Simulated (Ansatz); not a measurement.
A series of calculations on C2H6BNS

**1. Relaxation**

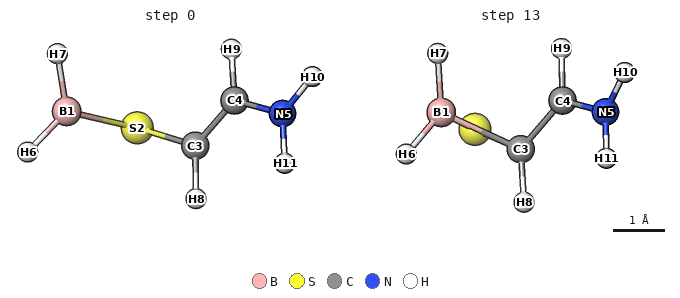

The structure of C$_{2}$H$_{6}$BNS before (left) and after (right) a relaxation, at one scale.

Style: ball-and-stick. Shown at a tilt.

The run prepares an end point of a later path (torsion) calculation, from a guessed geometry.

These are results of RKS PBE-D4/6-31G* (Ansatz), not measurements.

Input file:
```yaml
crystal:
  periodic: [false, false, false]
  atoms:
    - { symbol: B, position_ang: [-0.325, 1.9418, 1.3596] }
    - { symbol: S, position_ang: [-1.3927, 0.4018, 1.4671] }
    - { symbol: C, position_ang: [-0.2113, -0.546, 0.5402] }
    - { symbol: C, position_ang: [-0.2117, -0.6819, -0.7688] }
    - { symbol: "N", position_ang: [0.6727, -1.4642, -1.5167] }
    - { symbol: H, position_ang: [0.4222, 2.2582, 2.1807] }
    - { symbol: H, position_ang: [-0.4964, 2.7177, 0.4344] }
    - { symbol: H, position_ang: [0.6726, -0.9995, 1.0882] }
    - { symbol: H, position_ang: [-1.1025, -0.208, -1.253] }
    - { symbol: H, position_ang: [0.5711, -1.5561, -2.5094] }
    - { symbol: H, position_ang: [1.4664, -1.9209, -1.0018] }
basis:
  gaussian: { orbitals: "6-31G*" }
hamiltonian:
  xc: pbe
  dispersion: d4
relax:
  f_tol: 0.015
  max_steps: 40
output:
  orbitals: {}
```

Run as
```bash
ansatz run input.yaml --threads 1 --pin off --max-ram 2048MiB --backend cpu --events-out ev --progress --plain --runs-dir out
```

### Describe what moved and what it gained.

Over 12 accepted moves (13 points after the start) the energy falls by 1.122 eV. Largest force component: 3.2 eV/Å at the start, 0.0066 eV/Å at the end. The line search rejected the trial step at point 5 of the run. The atom that moves furthest after the best rigid fit is H6 (0.89 Å). Largest moves by element: H 0.89 Å, B 0.71 Å, N 0.35 Å, C 0.32 Å, S 0.32 Å. Some distances before and after: B1–C4 3.380 → 2.424 Å, B1–C3 2.622 → 1.740 Å, C3–C4 1.316 → 1.394 Å, B1–H6 1.154 → 1.209 Å. Among the angles between lasting bonds that change: B1–S2–C3 91.7° → 56.2°, C3–C4–H9 112.8° → 118.8°, H10–N5–H11 121.5° → 116.3°.

**2. Relaxation**

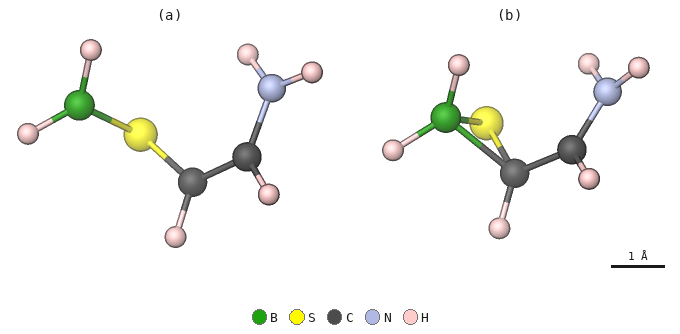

The structure of C2H6BNS before (left) and after (right) a relaxation, at one scale.

Style: ball-and-stick. Shown at a tilt.

The run prepares an end point of a later path (torsion) calculation, from a guessed geometry.

These are results of RKS PBE-D4/6-31G* in Ansatz, not measurements. Settings: no spin polarisation; force threshold 0.015 eV/Å; at most 40 steps.

Summarise the run.

The atom that moves furthest after the best rigid fit is an H atom (0.64 Å). Largest moves by element: H 0.64 Å, B 0.57 Å, C 0.38 Å, S 0.36 Å, N 0.16 Å. Some distances before and after: B–C 2.622 → 1.723 Å, C–C 1.316 → 1.405 Å, C–N 1.398 → 1.334 Å, B–H 1.154 → 1.207 Å. Bond angles that change, for instance: B–S–C 91.7° → 55.0°, C–C–H 112.8° → 120.3°, S–C–C 125.0° → 119.2°. The energy falls by 111.2 kJ/mol in 9 accepted moves (10 points after the start). Largest force component: 3.4 eV/Å at the start, 0.0076 eV/Å at the end. The line search rejected the trial step at point 6 of the run. Cost: 23 s on 1 thread of Intel(R) Xeon(R) 6975P-C (Granite Rapids), with other jobs on the host, peak memory 0.27 GiB.

**3. Path**

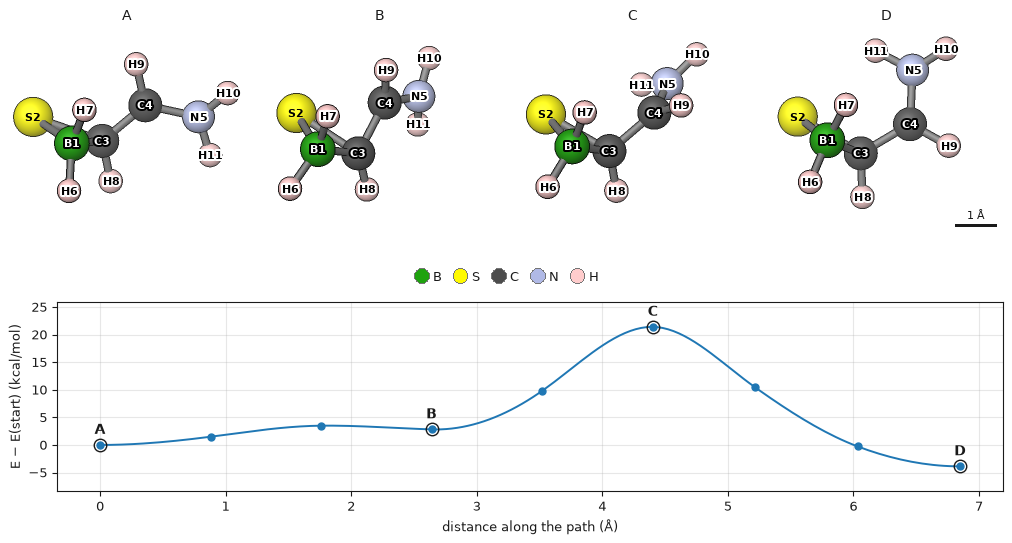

A search for the minimum-energy path of C₂H₆BNS by the nudged elastic band. Images are numbered from 0 (start) to 8 (end). Frames A to D are images 0, 3, 5, 8. A ball-and-stick model, seen at a tilt.

Level of theory: Ansatz 0.2.0, RKS PBE-D4/6-31G*. Set-up: 7 movable images; climbing image; force threshold 0.05 eV/Å; iteration limit 60; starting path through a guess of the saddle point.

What happens along the path, and what is the barrier?

Answer. The path has more than one stage, and so few images may leave a stage unresolved. No bond forms or breaks between the ends. Bond angles that change up to the highest image, for instance: B1–C3–C4 100.7° → 116.1°, S2–C3–C4 120.2° → 108.0°. The energy climbs by 21.4 kcal/mol to image 5 and then falls by 25.3 kcal/mol, so the end point sits at −3.9 kcal/mol. The band converged in 12 iterations. The largest component of the band force went from 22 to 0.049 eV/Å. The climbing image converged on the top of the path. Its vibrational analysis gives one imaginary mode (448i cm⁻¹), as a transition state must have.

Cost: 2.6 min on 1 thread of Intel(R) Xeon(R) 6975P-C (Granite Rapids), with other jobs on the host, peak memory 0.27 GiB.
